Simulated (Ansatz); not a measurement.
Ge: thickness series

Start from Ge in the diamond structure (space group Fd-3m, No. 227; a = 5.676 Å). Axes: x, y, z lie along the cube axes.

Free-standing slabs (2 atom(s) a layer) normal to [110] with 15 Å of vacuum; in-plane cell held at bulk.

Computed with PBEsol/PAW in Ansatz (a program for electronic structure), spin-orbit coupling left out.

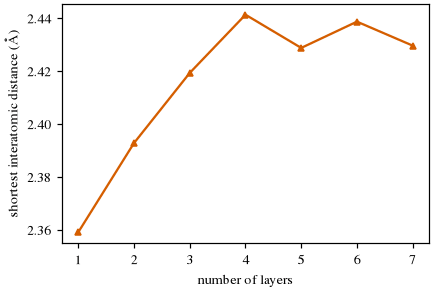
Shortest interatomic distance against number of layers

From the plot, what is the shortest interatomic distance for 2 layers?

About 2.393 Å.

Is the trend monotonic over the range shown?

No, it turns within the range, spanning 2.359 Å to 2.441 Å.

Whether these cells are dynamically stable was not tested.
